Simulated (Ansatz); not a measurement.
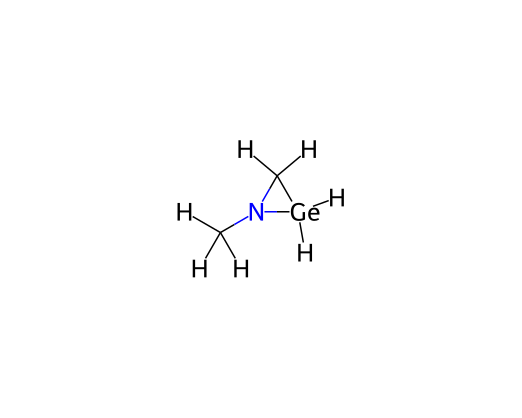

Simulated data, not a measurement (program: Ansatz).

Skeletal drawing of a molecule.

### Write the SMILES.

C[N]1[CH2][GeH2]1

### What is the molecular formula?

C2H7GeN.

### An optimisation with PBE-D4/def2-SVP gave a structure of which point group?

C1.
